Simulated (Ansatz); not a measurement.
**Profile along the Ti–Pd line in TiPd (CsCl type)**

TiPd (CsCl type)

```cif
data_PdTi
_chemical_formula_sum 'Ti1 Pd1'
_space_group_name_H-M_alt 'P 1'
_space_group_IT_number 1
_cell_length_a 3.10177
_cell_length_b 3.10177
_cell_length_c 3.10177
_cell_angle_alpha 90.000
_cell_angle_beta 90.000
_cell_angle_gamma 90.000
loop_
_space_group_symop_operation_xyz
  'x, y, z'
loop_
_atom_site_label
_atom_site_type_symbol
_atom_site_fract_x
_atom_site_fract_y
_atom_site_fract_z
_atom_site_occupancy
Ti1 Ti 0.50000 0.50000 0.50000 1
Pd1 Pd 0.00000 0.00000 0.00000 1
```

Fields along a shortest Ti–Pd line of a {110} plane (2.69 Å), from Ti to Pd, interpolated on the slice's grid (step about 0.2 Å). Computed with LDA (plane waves to 420 eV, PAW, scalar-relativistic; Ansatz, a program for electronic structure). k mesh 15×15×15. Near the nuclei the fields are pseudised (PAW); where an atom keeps semicore shells as valence, they peak there. TiPd is run without spin polarisation. TiPd was relaxed with its symmetry unable to fall.

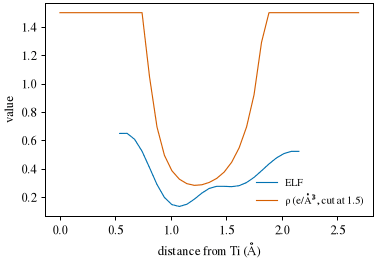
Fig. 1. ELF (away from the nuclei) and valence density from Ti to Pd.

Density on the Ti–Pd line (2.69 Å) at its density minimum, 1.2 Å from Ti: 0.28 e/Å³. ELF at that point: 0.2.
